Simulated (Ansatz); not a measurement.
# ScCl3: one molecule under many settings

How do the results and run time of ScCl3 respond when the settings are drawn wide?

The runs use Ansatz 0.2.0, Gaussian basis; the settings change from run to run.

### 1 The geometry

The geometry comes from an earlier relaxation with B3LYP-D4/def2-SVP; it is a stationary point.

4 atoms, charge 0, spin multiplicity 1.

Atoms are counted from 1 here; the program's logs count them from 0.

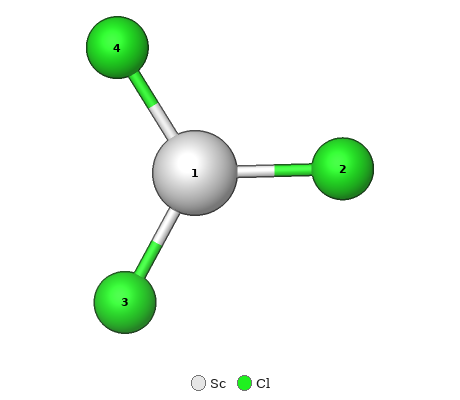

The geometry (scandium white, chlorine green); atoms are numbered from 1 in the order of the file.

### 2 wPBEh/ANO-RCC-VTZP

Contents of in.yaml:

```yaml
crystal:
  periodic: [false, false, false]
  atoms:
    - {symbol: Sc, position_ang: [0.000353, -0.000038, -0.006170]}
    - {symbol: Cl, position_ang: [2.271038, -0.025465, 0.021988]}
    - {symbol: Cl, position_ang: [-1.113565, 1.979019, -0.012002]}
    - {symbol: Cl, position_ang: [-1.157827, -1.953525, -0.003825]}
basis:
  gaussian: {orbitals: ANO-RCC-VTZP}
hamiltonian: {xc: {name: wPBEh}}
scf: {omitted_lower_state_checks: [starts]}
```

Launch:

```bash
ansatz run in.yaml --threads 2 --pin off --events-out ev --progress --plain --max-ram 4352MiB
```

Output:

```text
Functional definition: wPBEh
  name "wPBEh"
  cite "Heyd, Scuseria & Ernzerhof, J. Chem. Phys. 118, 8207 (2003) doi:10.1063/1.1564060"
  cite "Krukau, Vydrov, Izmaylov & Scuseria, J. Chem. Phys. 125, 224106 (2006) doi:10.1063/1.2404663"
  cite "Heyd & Scuseria, J. Chem. Phys. 120, 7274 (2004) doi:10.1063/1.1668634"
  cite "Ernzerhof & Perdew, J. Chem. Phys. 109, 3313 (1998) doi:10.1063/1.476928"
  cite "Perdew, Burke & Ernzerhof, Phys. Rev. Lett. 77, 3865 (1996) doi:10.1103/PhysRevLett.77.3865"
  parent pbe
  parameter a = 0.25
  parameter omega = 0.11/bohr
  exchange = wpbe_x - a*pbe_x_sr(omega) + a*exact_x_sr(omega)
  correlation = pbe_c
these checks for a lower state are left out or cut short: starts
1679 factors; their error is unknown
76 factors; integrals over basis functions are off by at most 9.7e-5 eV
mean field evaluation 1: about -58472.8739 eV, gradient 2.5e1 eV
mean field evaluation 2: about -58467.0208 eV, gradient 5.9e1 eV
mean field evaluation 4: about -58474.5478 eV, gradient 3.0e0 eV
mean field evaluation 8: about -58474.7753 eV, gradient 3.8e-2 eV
mean field -58474.77529488 eV, -2148.9083564607 hartree, gradient 6.8e-5 eV, S^2 0.000000; 0 other end points of the search recorded, 0 dependent functions left out
reference -58474.77535975 eV, -2148.9083588447 hartree; 36, 36 occupied and 125, 125 virtual orbitals, 1679 factors
Total energy: -58474.77535975 eV, -2148.9083588447 hartree
Relativity: scalar
Checks for a lower state left out: starts
```

It took 4.3 s on 2 threads of Intel Xeon 6975P-C, shared host.

### 3 B97M-V/aug-cc-pVDZ

Options: the search for lower states set to off.

Edit in.yaml of step 2 so:

```diff
@@ -8,4 +8,4 @@
 basis:
-  gaussian: {orbitals: ANO-RCC-VTZP}
-hamiltonian: {xc: {name: wPBEh}}
-scf: {omitted_lower_state_checks: [starts]}
+  gaussian: {orbitals: aug-cc-pVDZ}
+hamiltonian: {xc: {name: B97M-V}}
+scf: {lower_state_search: off}
```

The command is unchanged.

Output (excerpt; [...] marks lines left out):

```text
Functional definition: B97M-V
  name "B97M-V"
  cite "Mardirossian & Head-Gordon, J. Chem. Phys. 142, 074111 (2015) doi:10.1063/1.4907719"
  cite "Becke, J. Chem. Phys. 107, 8554 (1997) doi:10.1063/1.475007"
  cite "Vydrov & Van Voorhis, J. Chem. Phys. 133, 244103 (2010) doi:10.1063/1.3521275"
  # Of w^i u^j: cxij and so on, Table III.
[...]
  gx(w, u) = cx00 + cx01*u + cx02*u^2 + (cx10 + cx11*u)*w
  gss(w, u) = css00 + css02*u^2 + css10*w + (css32*w^3 + css42*w^4)*u^2
  gos(w, u) = cos00 + cos01*u + cos03*u^3 + cos10*w + cos32*w^3*u^2
[...]
      + integral(e_c_pw_mod_opposite_spin*gos(b97_w_opposite, b97_u_opposite)) + vv10(b, c)
[...]
1478 factors; their error is unknown
[...]
mean field -58261.23061974 eV, -2141.0607343951 hartree, gradient 1.3e-6 eV, S^2 0.000000; 0 other end points of the search recorded, 0 dependent functions left out
reference -58261.23074631 eV, -2141.0607390464 hartree; 36, 36 occupied and 104, 104 virtual orbitals, 1478 factors
Total energy: -58261.23074631 eV, -2141.0607390464 hartree
Checks for a lower state left out: stability, starts, cluster_reference, orbital_swaps, neighbouring_geometries, increment
```

It took 2.8 s on 2 threads of Intel Xeon 6975P-C, shared host.

### 4 PBEsol/pcseg-2

Edit in.yaml of step 3 so:

```diff
@@ -8,4 +8,5 @@
 basis:
-  gaussian: {orbitals: aug-cc-pVDZ}
-hamiltonian: {xc: {name: B97M-V}}
-scf: {lower_state_search: off}
+  gaussian: {orbitals: pcseg-2}
+hamiltonian: {xc: {name: PBEsol}}
+scf: {omitted_lower_state_checks: [starts]}
+output: {forces: true}
```

The command is unchanged.

Output (excerpt; [...] marks lines left out):

```text
Functional definition: PBEsol
  name "PBEsol"
  cite "Perdew et al., Phys. Rev. Lett. 100, 136406 (2008) doi:10.1103/PhysRevLett.100.136406"
  cite "Perdew, Burke & Ernzerhof, Phys. Rev. Lett. 77, 3865 (1996) doi:10.1103/PhysRevLett.77.3865"
  parent pbesol
[...]
1235 factors; their error is unknown
[...]
mean field -58175.76397957 eV, -2137.9198933002 hartree, gradient 2.2e-5 eV, S^2 0.000000; 0 other end points of the search recorded, 0 dependent functions left out
[...]
reference -58175.76401631 eV, -2137.9198946504 hartree; 36, 36 occupied and 122, 122 virtual orbitals, 1235 factors
Total energy: -58175.76401631 eV, -2137.9198946504 hartree
Atom 0 at     0.000353    -0.000038    -0.006170 Å, force    -0.001586     0.000152     0.003413 eV/Å
Atom 1 at     2.271038    -0.025465     0.021988 Å, force    -0.129940     0.001418    -0.002279 eV/Å
Atom 2 at    -1.113565     1.979019    -0.012002 Å, force     0.064498    -0.113662    -0.000332 eV/Å
Atom 3 at    -1.157827    -1.953525    -0.003825 Å, force     0.067029     0.112091    -0.000801 eV/Å
Dipole moment:     0.000414    -0.000048    -0.010111 e Å
Checks for a lower state left out: starts
```

Run time: 1.4 s. Hardware: 2 threads of Intel Xeon 6975P-C, shared host.

Largest force 0.131 eV/Å, dipole 0.05 D.

### 5 B97/def2-SVP

Set apart from the defaults: the search for lower states set to light.

Edit in.yaml of step 4 so:

```diff
@@ -8,5 +8,5 @@
 basis:
-  gaussian: {orbitals: pcseg-2}
-hamiltonian: {xc: {name: PBEsol}}
-scf: {omitted_lower_state_checks: [starts]}
+  gaussian: {orbitals: def2-SVP}
+hamiltonian: {xc: {name: B97}}
+scf: {lower_state_search: light}
 output: {forces: true}
```

The command is unchanged.

Output (excerpt; [...] marks lines left out):

```text
Functional definition: B97
  name "B97"
  cite "Becke, J. Chem. Phys. 107, 8554 (1997) doi:10.1063/1.475007"
[...]
      + integral(e_c_pw_opposite_spin*poly(b97_u_opposite, cos0, cos1, cos2))
822 factors; integrals over basis functions are off by at most 8.9e-4 eV
[...]
mean field -58253.03834456 eV, -2140.7596738350 hartree, gradient 5.7e-5 eV, S^2 0.000000; 0 other end points of the search recorded, 0 dependent functions left out
[...]
reference -58253.03841167 eV, -2140.7596763013 hartree; 36, 36 occupied and 49, 49 virtual orbitals, 822 factors
Total energy: -58253.03841167 eV, -2140.7596763013 hartree
Atom 0 at     0.000353    -0.000038    -0.006170 Å, force    -0.001700     0.000159     0.003603 eV/Å
Atom 1 at     2.271038    -0.025465     0.021988 Å, force     0.055150    -0.000663    -0.000718 eV/Å
Atom 2 at    -1.113565     1.979019    -0.012002 Å, force    -0.026188     0.047755    -0.001541 eV/Å
Atom 3 at    -1.157827    -1.953525    -0.003825 Å, force    -0.027262    -0.047251    -0.001343 eV/Å
Dipole moment:     0.000455    -0.000051    -0.010624 e Å
```

Run time: 2.9 s. Hardware: 2 threads of Intel Xeon 6975P-C, shared host.

Largest force 0.055 eV/Å, dipole 0.05 D.

### 6 All runs side by side

| level | charge | multiplicity | geometry | functions | energy (eV) | time |
| --- | --- | --- | --- | --- | --- | --- |
| wPBEh/ANO-RCC-VTZP | 0 | 1 | relaxed | 161 | -58474.775 | 4.3 s |
| B97M-V/aug-cc-pVDZ | 0 | 1 | relaxed | 140 | -58261.231 | 2.8 s |
| PBEsol/pcseg-2 | 0 | 1 | relaxed | 158 | -58175.764 | 1.4 s |
| B97/def2-SVP | 0 | 1 | relaxed | 85 | -58253.038 | 2.9 s |

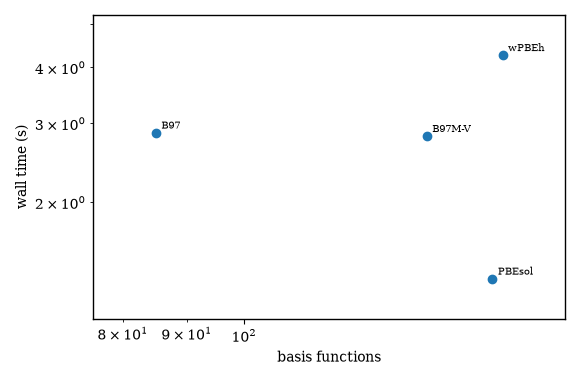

Wall time against the number of basis functions (shared host).

### 7 Results

```
                                         quantity                      value
                                             runs                          4
                                         quickest      PBEsol/pcseg-2, 1.4 s
                                          slowest  wPBEh/ANO-RCC-VTZP, 4.3 s
spread of total energies, same state and geometry                   299.0 eV
                  dipole, same state and geometry             0.05 to 0.05 D
```

What this shows: Run time spans a factor of 3, from PBEsol/pcseg-2 to wPBEh/ANO-RCC-VTZP. The jobs differ in tasks and options as well as level. Total energies at one charge and spin differ by 299 eV between levels, so only differences within one level mean anything. Some of these runs are scalar-relativistic and others not, which shifts the totals of all-electron atoms past neon by eV; core potentials, where a basis has them, take the core out of the total altogether. At the B3LYP-D4/def2-SVP geometry and in the same state, runs without warnings or point charges leave forces up to 0.13 eV/Å (PBEsol/pcseg-2).
